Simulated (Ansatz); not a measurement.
The starting structures come from a database of crystals and need not be the phases stable at ambient conditions.

 Where the default PAW files enter, the runs use the earlier of Ansatz's two default sets.

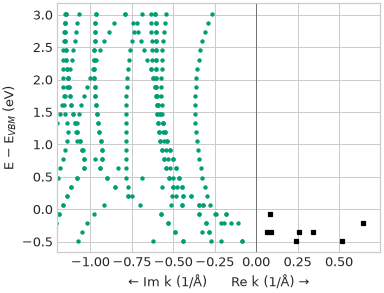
Complex bands at the centre of the two-dimensional zone; PBEsol (Ansatz, a program for electronic structure)

The gap is the functional's own, uncorrected, and κ follows it; spin-orbit coupling is left out. Mid-gap values are interpolated between the computed energies.

Q: This is Li2ZrTeO6 (R3, not sure to be the ambient phase, 10 atoms a cell, 11.2 Å³ an atom, -6 GPa at this level) along the normal of (101). Read off the slowest decay at the centre of the two-dimensional zone at 1.33 eV, the computed energy nearest the middle of the gap.

A: κ ≈ 0.37 1/Å, a decay length 1/(2κ) of the density of 1.4 Å.
